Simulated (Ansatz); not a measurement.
# SiAs (sextet): the correlation ladder, cc-pVTZ

Aim: climb from Hartree-Fock through coupled cluster and multireference methods for SiAs (sextet) at one geometry and basis, and see what each rung misses.

Method: cc-pVTZ, core rule «outside noble gas», up to 19 orbitals frozen; program: Ansatz 0.2.0, Gaussian basis.

Plan: UHF; CCSD(T) on ROHF; CCSD(T) on UHF; BCCD(T) on ROHF; CISD as a restricted active space (open shells left free, so some higher excitations enter); CCSDT(Q) on ROHF; CCSDT(Q) on UHF; CASSCF and MRCISD+Q, 9 electrons in 8 orbitals; CASSCF and NEVPT2, 9 electrons in 8 orbitals.

20 further runs of the same task are left out: 10 that didn't finish, 10 set aside as unsound or not needed. Runs told in other sessions of the task aren't counted.

## 1. What is computed

The geometry is a PBE0/def2-TZVP stationary point (not a proven minimum) of the parent state, kept for this charge and spin. No spin-orbit coupling is included. The filled d shell of As may be among the frozen orbitals whatever the setting's name suggests.

2 atoms, charge 0, spin multiplicity 6.

Atoms are counted from 1 here; the program's logs count them from 0.

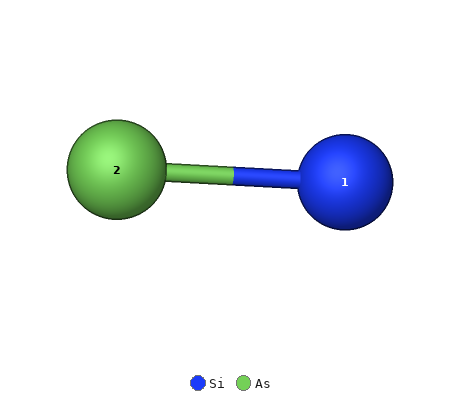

The structure; silicon blue, arsenic green; atoms are numbered from 1 in the order of the file.

As a file:

```xyz
2
charge 0, multiplicity 6
Si    0.0000    0.0000    0.0000
As    0.0000    0.0000    2.4536
```

In the tables R marks a restricted open-shell determinant and U an unrestricted one; 'valence' is the active space of 9 electrons in 8 orbitals; energies count from the table's Hartree-Fock row.

## 2. UHF

File in.yaml:

```yaml
crystal:
  periodic: [false, false, false]
  atoms:
    - {symbol: Si, position_ang: [0.000000, 0.000000, 0.000000]}
    - {symbol: As, position_ang: [0.000000, 0.000000, 2.453600]}
basis:
  gaussian: {orbitals: cc-pVTZ}
magnetization: {spin_polarized: true, initial_magnetization: 5}
hamiltonian: {xc: hf}
output: {orbitals: {seedname: orbitals}}
```

Command:

```
> ansatz run in.yaml --threads 1 --pin off --events-out ev --progress --plain --max-ram 2393MiB
```

The log of the run:

```text
Functional definition: HF
  name "HF"
  cite "Fock, Z. Phys. 61, 126 (1930) doi:10.1007/BF01340294"
  parent pbe
  exchange = exact_x
  correlation = 0
497 factors; integrals over basis functions are off by at most 8.3e-4 eV
mean field evaluation 1: about -68655.9668 eV, gradient 6.1e0 eV
mean field evaluation 2: about -68656.0313 eV, gradient 6.1e0 eV
mean field evaluation 4: about -68656.5280 eV, gradient 1.3e0 eV
mean field evaluation 8: about -68656.6038 eV, gradient 3.0e-1 eV
mean field evaluation 16: about -68656.6133 eV, gradient 2.4e-5 eV
mean field -68656.61328781 eV, -2523.0840012033 hartree, gradient 2.4e-5 eV, S^2 8.770080; 0 other end points of the search recorded, 0 dependent functions left out
reference -68656.61328781 eV, -2523.0840012033 hartree; 26, 21 occupied and 51, 56 virtual orbitals, 497 factors
Total energy: -68656.61328781 eV, -2523.0840012033 hartree
```

Run time: 5.5 s. Hardware: 1 thread of Intel Xeon at 2.80GHz, shared host.

From the report: ⟨S²⟩ of the determinant 8.770 (pure sextet: 8.75).

## 3. CCSD(T) on ROHF

File in.yaml:

```yaml
crystal:
  periodic: [false, false, false]
  atoms:
    - {symbol: Si, position_ang: [0.000000, 0.000000, 0.000000]}
    - {symbol: As, position_ang: [0.000000, 0.000000, 2.453600]}
basis:
  gaussian: {orbitals: cc-pVTZ}
magnetization: {spin_polarized: false, initial_magnetization: 5}
correlation: {method: ccsd_t, electrons: outside_noble_gas}
```

The command is unchanged.

The log of the run, cut to the lines that bear on the results:

```text
Functional definition: HF
  name "HF"
  cite "Fock, Z. Phys. 61, 126 (1930) doi:10.1007/BF01340294"
  parent pbe
[...]
497 factors; integrals over basis functions are off by at most 8.3e-4 eV
[...]
mean field -68656.45353026 eV, -2523.0781302213 hartree, gradient 9.3e-6 eV, S^2 8.750000; 3 other end points of the search recorded, 0 dependent functions left out
[...]
determinant -68656.45353026 eV, -2523.0781302213 hartree, with singles and doubles -68661.26770669 eV, -2523.2550479421 hartree
determinant -68653.62300322 eV, -2522.9741102714 hartree, with singles and doubles -68658.56135988 eV, -2523.1555915311 hartree
19 core orbitals not correlated: weight in the atoms' cores, before any rotation towards them, 1.000 or more for the frozen orbitals, at most 0.000 for the correlated occupied ones
reference -68656.45353026 eV, -2523.0781302213 hartree; 7, 2 occupied and 51, 56 virtual orbitals, 497 factors
second order -3.97944249 eV of doubles, -0.07946336 eV of singles
cycle   1  -4.77564998 eV  change   -2.5e-1 eV  update   1.7e-2
[...]
cycle   9  -4.78694392 eV  change    7.2e-7 eV  update   4.7e-6
perturbative correction -0.23102553 eV, -0.0084900318 hartree
Total energy: -68661.47149971 eV, -2523.2625371975 hartree
```

It took 4.8 s on 1 thread of Intel Xeon at 2.80GHz, shared host.

From the report: correlation -5.0180 eV; T1 0.026; largest double amplitude 0.08.

## 4. CCSD(T) on UHF

in.yaml: that of step 3 with these lines changed.

```diff
@@ -7,3 +7,3 @@
   gaussian: {orbitals: cc-pVTZ}
-magnetization: {spin_polarized: false, initial_magnetization: 5}
+magnetization: {spin_polarized: true, initial_magnetization: 5}
 correlation: {method: ccsd_t, electrons: outside_noble_gas}
```

Same command.

The log of the run, cut to the lines that bear on the results:

```text
Functional definition: HF
  name "HF"
  cite "Fock, Z. Phys. 61, 126 (1930) doi:10.1007/BF01340294"
  parent pbe
[...]
497 factors; integrals over basis functions are off by at most 8.3e-4 eV
[...]
mean field -68656.61328781 eV, -2523.0840012033 hartree, gradient 5.7e-6 eV, S^2 8.770080; 1 other end points of the search recorded, 0 dependent functions left out
determinant -68656.61328781 eV, -2523.0840012033 hartree, with singles and doubles -68661.26858540 eV, -2523.2550802341 hartree
determinant -68653.74029697 eV, -2522.9784207372 hartree, with singles and doubles -68658.57296926 eV, -2523.1560181680 hartree
19 core orbitals not correlated: weight in the atoms' cores, before any rotation towards them, 1.000 or more for the frozen orbitals, at most 0.000 for the correlated occupied ones
reference -68656.61328781 eV, -2523.0840012033 hartree; 7, 2 occupied and 51, 56 virtual orbitals, 497 factors
second order -3.85261414 eV of doubles, -0.00000000 eV of singles
cycle   1  -4.62901351 eV  change   -2.9e-1 eV  update   1.8e-2
[...]
cycle   9  -4.64617366 eV  change    5.9e-6 eV  update   7.4e-6
perturbative correction -0.22680253 eV, -0.0083348392 hartree
Total energy: -68661.48626400 eV, -2523.2630797751 hartree
```

It took 4.2 s on 1 thread of Intel Xeon at 2.80GHz, shared host.

From the report: ⟨S²⟩ of the determinant 8.770 (pure sextet: 8.75); correlation -4.8730 eV; T1 0.029; largest double amplitude 0.07.

## 5. BCCD(T) on ROHF

File in.yaml:

```yaml
crystal:
  periodic: [false, false, false]
  atoms:
    - {symbol: Si, position_ang: [0.000000, 0.000000, 0.000000]}
    - {symbol: As, position_ang: [0.000000, 0.000000, 2.453600]}
basis:
  gaussian: {orbitals: cc-pVTZ}
magnetization: {spin_polarized: false, initial_magnetization: 5}
correlation: {method: bccd_t, electrons: outside_noble_gas}
```

Same command.

The log of the run, cut to the lines that bear on the results:

```text
Functional definition: HF
  name "HF"
  cite "Fock, Z. Phys. 61, 126 (1930) doi:10.1007/BF01340294"
  parent pbe
[...]
497 factors; integrals over basis functions are off by at most 8.3e-4 eV
[...]
mean field -68656.45353026 eV, -2523.0781302213 hartree, gradient 9.3e-6 eV, S^2 8.750000; 3 other end points of the search recorded, 0 dependent functions left out
[...]
determinant -68656.45353026 eV, -2523.0781302213 hartree, with singles and doubles -68661.26770669 eV, -2523.2550479421 hartree
determinant -68653.62300322 eV, -2522.9741102714 hartree, with singles and doubles -68658.56135988 eV, -2523.1555915311 hartree
19 core orbitals not correlated: weight in the atoms' cores, before any rotation towards them, 1.000 or more for the frozen orbitals, at most 0.000 for the correlated occupied ones
reference -68656.45353026 eV, -2523.0781302213 hartree; 7, 2 occupied and 51, 56 virtual orbitals, 497 factors
second order -3.97944249 eV of doubles, -0.07946336 eV of singles
cycle   1  -4.78193170 eV  change   -2.6e-1 eV  update   1.9e-2
[...]
cycle  10  -4.78856444 eV  change    1.3e-6 eV  update   4.3e-6
perturbative correction -0.22889805 eV, -0.0084118480 hartree
Total energy: -68661.47099275 eV, -2523.2625185668 hartree
```

It took 5.5 s on 1 thread of Intel Xeon at 2.80GHz, shared host.

From the report: correlation -5.0175 eV; largest double amplitude 0.08.

## 6. CISD as a restricted active space (open shells left free, so some higher excitations enter)

in.yaml: that of step 5 with these lines changed.

```diff
@@ -8,2 +8,2 @@
 magnetization: {spin_polarized: false, initial_magnetization: 5}
-correlation: {method: bccd_t, electrons: outside_noble_gas}
+correlation: {active_space: {ras: {orbitals: [2, 5, 51], electrons: 9, max_holes: 2, max_particles: 2}, fixed_orbitals: true}}
```

Launched as before.

The log of the run:

```text
Functional definition: HF
  name "HF"
  cite "Fock, Z. Phys. 61, 126 (1930) doi:10.1007/BF01340294"
  parent pbe
  exchange = exact_x
  correlation = 0
497 factors; integrals over basis functions are off by at most 8.3e-4 eV
mean field evaluation 1: about -68655.5929 eV, gradient 7.6e0 eV
mean field evaluation 2: about -68655.6545 eV, gradient 7.7e0 eV
mean field evaluation 4: about -68656.4130 eV, gradient 1.1e0 eV
mean field evaluation 8: about -68656.4388 eV, gradient 3.3e-1 eV
mean field evaluation 16: about -68656.4535 eV, gradient 2.0e-6 eV
mean field -68656.45353026 eV, -2523.0781302213 hartree, gradient 9.3e-6 eV, S^2 8.750000; 2 other end points of the search recorded, 0 dependent functions left out
reference -68656.45353026 eV, -2523.0781302213 hartree; 26, 21 occupied and 51, 56 virtual orbitals, 497 factors
state -68661.08997512 eV, -2523.2485164273 hartree
Total energy: -68661.08997512 eV, -2523.2485164273 hartree
```

Wall time 10 s (1 thread of Intel Xeon at 2.80GHz, shared host).

From the report: 130,712 determinants.

## 7. CCSDT(Q) on ROHF

in.yaml: that of step 6 with these lines changed.

```diff
@@ -8,2 +8,2 @@
 magnetization: {spin_polarized: false, initial_magnetization: 5}
-correlation: {active_space: {ras: {orbitals: [2, 5, 51], electrons: 9, max_holes: 2, max_particles: 2}, fixed_orbitals: true}}
+correlation: {method: ccsdt_q, electrons: outside_noble_gas}
```

The command is unchanged.

The log of the run, cut to the lines that bear on the results:

```text
Functional definition: HF
  name "HF"
  cite "Fock, Z. Phys. 61, 126 (1930) doi:10.1007/BF01340294"
  parent pbe
[...]
846 factors; integrals over basis functions are off by at most 1.7e-7 eV
[...]
mean field -68656.45353862 eV, -2523.0781305285 hartree, gradient 6.3e-6 eV, S^2 8.750000; 3 other end points of the search recorded, 0 dependent functions left out
[...]
determinant -68656.45353862 eV, -2523.0781305285 hartree, with singles and doubles -68661.26772009 eV, -2523.2550484345 hartree
determinant -68653.62303308 eV, -2522.9741113686 hartree, with singles and doubles -68658.56138285 eV, -2523.1555923752 hartree
19 core orbitals not correlated: weight in the atoms' cores, before any rotation towards them, 1.000 or more for the frozen orbitals, at most 0.000 for the correlated occupied ones
reference -68656.45353862 eV, -2523.0781305285 hartree; 7, 2 occupied and 51, 56 virtual orbitals, 846 factors
second order -3.97944960 eV of doubles, -0.07946340 eV of singles
cycle   1  -4.58731363 eV  change   -5.3e-1 eV  update   7.8e-2
[...]
cycle  16  -5.05553250 eV  change   -3.3e-7 eV  update   3.1e-7
perturbative correction -0.01232987 eV, -0.0004531143 hartree
Total energy: -68661.52140099 eV, -2523.2643710355 hartree
```

Run time: 52 s. Hardware: 1 thread of Intel Xeon at 2.80GHz, shared host; peak memory 0.69 GiB.

From the report: correlation -5.0679 eV; T1 0.027; largest double amplitude 0.09.

## 8. CCSDT(Q) on UHF

in.yaml: that of step 7 with these lines changed.

```diff
@@ -7,3 +7,3 @@
   gaussian: {orbitals: cc-pVTZ}
-magnetization: {spin_polarized: false, initial_magnetization: 5}
+magnetization: {spin_polarized: true, initial_magnetization: 5}
 correlation: {method: ccsdt_q, electrons: outside_noble_gas}
```

The command is unchanged.

The log of the run, cut to the lines that bear on the results:

```text
Functional definition: HF
  name "HF"
  cite "Fock, Z. Phys. 61, 126 (1930) doi:10.1007/BF01340294"
  parent pbe
[...]
846 factors; integrals over basis functions are off by at most 1.7e-7 eV
[...]
mean field -68656.61329624 eV, -2523.0840015130 hartree, gradient 3.1e-6 eV, S^2 8.770080; 1 other end points of the search recorded, 0 dependent functions left out
determinant -68656.61329624 eV, -2523.0840015130 hartree, with singles and doubles -68661.26859914 eV, -2523.2550807391 hartree
determinant -68653.74032690 eV, -2522.9784218368 hartree, with singles and doubles -68658.57299267 eV, -2523.1560190282 hartree
19 core orbitals not correlated: weight in the atoms' cores, before any rotation towards them, 1.000 or more for the frozen orbitals, at most 0.000 for the correlated occupied ones
reference -68656.61329624 eV, -2523.0840015130 hartree; 7, 2 occupied and 51, 56 virtual orbitals, 846 factors
second order -3.85262048 eV of doubles, -0.00000000 eV of singles
cycle   1  -4.40448694 eV  change   -5.5e-1 eV  update   8.2e-2
[...]
cycle  16  -4.91246998 eV  change   -4.7e-7 eV  update   5.1e-7
perturbative correction -0.01203473 eV, -0.0004422680 hartree
Total energy: -68661.53780095 eV, -2523.2649737230 hartree
```

Wall time 44 s (1 thread of Intel Xeon at 2.80GHz, shared host); peak memory 0.59 GiB.

From the report: ⟨S²⟩ of the determinant 8.770 (pure sextet: 8.75); correlation -4.9245 eV; T1 0.031; largest double amplitude 0.09.

## 9. CASSCF and MRCISD+Q, 9 electrons in 8 orbitals

File in.yaml:

```yaml
crystal:
  periodic: [false, false, false]
  atoms:
    - {symbol: Si, position_ang: [0.000000, 0.000000, 0.000000]}
    - {symbol: As, position_ang: [0.000000, 0.000000, 2.453600]}
basis:
  gaussian: {orbitals: cc-pVTZ}
magnetization: {spin_polarized: false, initial_magnetization: 5}
correlation: {method: fic_mrcisd_q, electrons: outside_noble_gas, active_space: {window: {electrons: 9, orbitals: 8}, shells: [{species: As, l: s, shell: 4}, {species: As, l: p, shell: 4}, {species: Si, l: s, shell: 3}, {species: Si, l: p, shell: 3}]}}
```

Same command.

The log of the run, cut to the lines that bear on the results:

```text
Functional definition: HF
  name "HF"
  cite "Fock, Z. Phys. 61, 126 (1930) doi:10.1007/BF01340294"
  parent pbe
[...]
846 factors; integrals over basis functions are off by at most 1.7e-7 eV
[...]
mean field -68656.45353862 eV, -2523.0781305285 hartree, gradient 6.3e-6 eV, S^2 8.750000; 2 other end points of the search recorded, 0 dependent functions left out
reference -68656.45353862 eV, -2523.0781305285 hartree; 26, 21 occupied and 51, 56 virtual orbitals, 846 factors
state -68656.99937462 eV, -2523.0981896318 hartree
contracted CI cycle   1: correlation 0.00000000 eV, 0.0000000000 hartree, residual 1.44e1 eV
contracted CI cycle   2: correlation -3.90997436 eV, -0.1436889074 hartree, residual 2.45e0 eV
contracted CI cycle   3: correlation -4.03320686 eV, -0.1482176184 hartree, residual 5.24e-1 eV
contracted CI cycle   4: correlation -4.03858613 eV, -0.1484153027 hartree, residual 1.20e-1 eV
contracted CI cycle   5: correlation -4.03887412 eV, -0.1484258861 hartree, residual 3.05e-2 eV
contracted CI cycle   6: correlation -4.03889215 eV, -0.1484265488 hartree, residual 7.84e-3 eV
contracted CI cycle   7: correlation -4.03889328 eV, -0.1484265902 hartree, residual 1.88e-3 eV
contracted CI cycle   8: correlation -4.03889334 eV, -0.1484265925 hartree, residual 4.44e-4 eV
state -68656.99937462 eV, -2523.0981896318 hartree; corrected -68661.43619996 eV, -2523.2612399557 hartree
Total energy: -68661.43619996 eV, -2523.2612399557 hartree
Checks for a lower state left out: starts, orbital_swaps
```

It took 6 s on 1 thread of Intel Xeon at 2.80GHz, shared host; peak memory 0.29 GiB.

From the report: 64 determinants; active occupations 1.99, 1.97, 1.00, 1.00, 1.00, 1.00, 1.00, 0.04.

## 10. CASSCF and NEVPT2, 9 electrons in 8 orbitals

File in.yaml:

```yaml
crystal:
  periodic: [false, false, false]
  atoms:
    - {symbol: Si, position_ang: [0.000000, 0.000000, 0.000000]}
    - {symbol: As, position_ang: [0.000000, 0.000000, 2.453600]}
basis:
  gaussian: {orbitals: cc-pVTZ}
magnetization: {spin_polarized: false, initial_magnetization: 5}
correlation: {method: sc_nevpt2, electrons: outside_noble_gas, active_space: {window: {electrons: 9, orbitals: 8}, shells: [{species: As, l: s, shell: 4}, {species: As, l: p, shell: 4}, {species: Si, l: s, shell: 3}, {species: Si, l: p, shell: 3}]}}
```

Same command.

The log of the run:

```text
Functional definition: HF
  name "HF"
  cite "Fock, Z. Phys. 61, 126 (1930) doi:10.1007/BF01340294"
  parent pbe
  exchange = exact_x
  correlation = 0
846 factors; integrals over basis functions are off by at most 1.7e-7 eV
mean field evaluation 1: about -68655.5249 eV, gradient 7.6e0 eV
mean field evaluation 2: about -68655.6466 eV, gradient 7.7e0 eV
mean field evaluation 4: about -68656.4083 eV, gradient 1.1e0 eV
mean field evaluation 8: about -68656.4388 eV, gradient 3.2e-1 eV
mean field evaluation 16: about -68656.4535 eV, gradient 6.3e-7 eV
mean field evaluation 32: about -68656.4535 eV, gradient 6.3e-6 eV
mean field -68656.45353862 eV, -2523.0781305285 hartree, gradient 6.3e-6 eV, S^2 8.750000; 2 other end points of the search recorded, 0 dependent functions left out
reference -68656.45353862 eV, -2523.0781305285 hartree; 26, 21 occupied and 51, 56 virtual orbitals, 846 factors
state -68656.99937462 eV, -2523.0981896318 hartree
state -68656.99937462 eV, -2523.0981896318 hartree; corrected -68660.48898996 eV, -2523.2264306300 hartree
Total energy: -68660.48898996 eV, -2523.2264306300 hartree
Checks for a lower state left out: starts, orbital_swaps
```

It took 4.3 s on 1 thread of Intel Xeon at 2.80GHz, shared host.

From the report: 64 determinants; active occupations 1.99, 1.97, 1.00, 1.00, 1.00, 1.00, 1.00, 0.04.

## 11. Natural occupations

Natural occupations of the CASSCF valence state about the gap (report; correlated orbitals 1 to 8): 1.992, 1.969, 1.002, 1.001, 1.001, 1.000, 1.000, 0.036. The count of effectively unpaired electrons, Σ n²(2 − n)², is 5.01; a single determinant of this spin has 5.

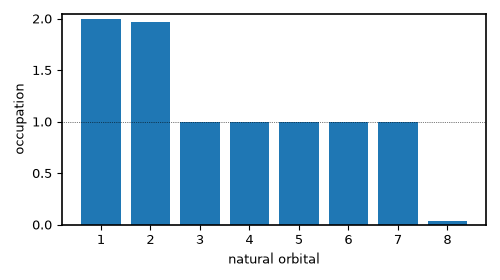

Natural occupations of the CASSCF valence state.

## 12. The ladder

The yardstick is UCCSDT(Q), where the cluster series has nearly closed. Rows without a time are mean-field rows or come out of runs for another level: lower rungs of the coupled-cluster runs, CASSCF and MRCISD of the multireference runs, or the Hartree-Fock search.

Differences are taken before rounding.

```csv
method,energy from the lowest ROHF (meV),from UCCSDT(Q) (meV),time
ROHF,0.0,+5084.3,
UHF,-159.8,+4924.5,
RMP2,-4058.9,+1025.4,
UMP2,-4012.4,+1071.9,
CISD,-4636.4,+447.8,10 s
RCCSD,-4786.9,+297.3,
UCCSD,-4805.9,+278.3,
RCCSD(T),-5018.0,+66.3,4.8 s
UCCSD(T),-5032.7,+51.5,4.2 s
BCCD(T),-5017.5,+66.8,5.5 s
RCCSDT,-5055.5,+28.7,
UCCSDT,-5072.2,+12.0,
RCCSDT(Q),-5067.9,+16.4,52 s
UCCSDT(Q),-5084.3,0,44 s
CASSCF valence,-545.8,+4538.4,
NEVPT2 valence,-4035.5,+1048.8,4.3 s
MRCISD valence,-4584.7,+499.5,
MRCISD+Q valence,-4982.7,+101.6,6 s
```

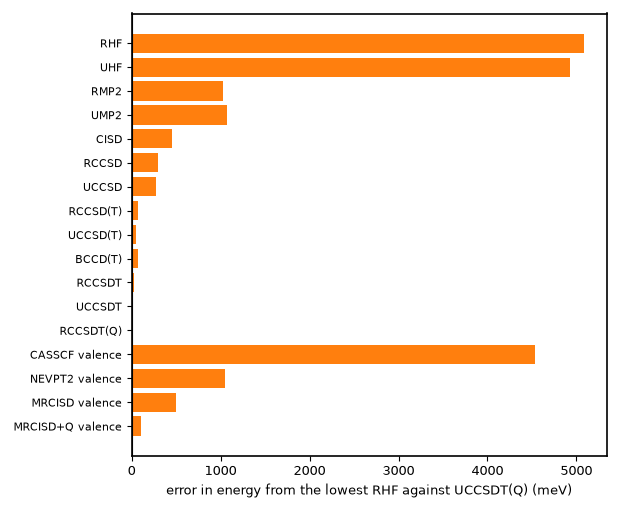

Error of each method against UCCSDT(Q).

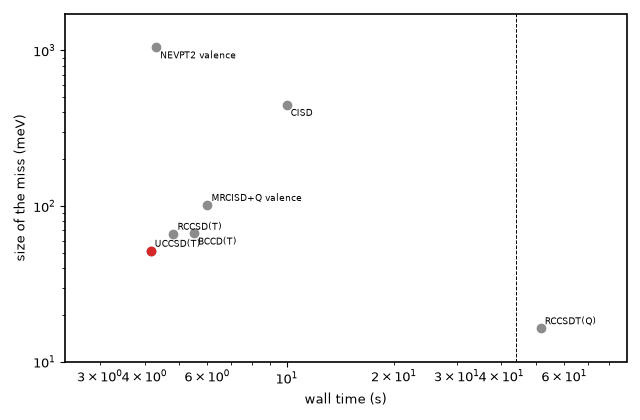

Miss against cost. Red marks the levels that no quicker level drawn beats (of those quicker than the yardstick), and the dashed line is the time of UCCSDT(Q). Times are from a shared host.

## 13. Summary of results

| quantity | value |
| --- | --- |
| UCCSDT(Q) from the ROHF energy | -5.0843 eV |
| RMP2 from UCCSDT(Q) | +1025.4 meV |
| UMP2 from UCCSDT(Q) | +1071.9 meV |
| RCCSD from UCCSDT(Q) | +297.3 meV |
| RCCSD(T) from UCCSDT(Q) | +66.3 meV |
| UCCSD(T) from UCCSDT(Q) | +51.5 meV |
| RCCSDT(Q) from UCCSDT(Q) | +16.4 meV |
| NEVPT2 valence from UCCSDT(Q) | +1048.8 meV |
| MRCISD+Q valence from UCCSDT(Q) | +101.6 meV |
| levels within 1 kcal/mol (43 meV) | RCCSDT, UCCSDT, RCCSDT(Q) |
| T1 diagnostic | 0.026 |
| effectively unpaired electrons | 5.01 |

RCCSD(T) misses by +66.3 meV, 1.3 % of the correlation energy. One determinant dominates. Of the multireference levels listed MRCISD+Q valence comes nearest in total energy (+101.6 meV), which doesn't show that its space is the better one. These misses are within one basis, not against nature; the frozen cores of restricted and unrestricted runs differ, which can shift their rows.

With open shells the CI space here admits some higher excitations, so it is larger than plain CISD.

For cost: UCCSD(T) gets within 51.5 meV in 4.2 s, where UCCSDT(Q) took 44 s.
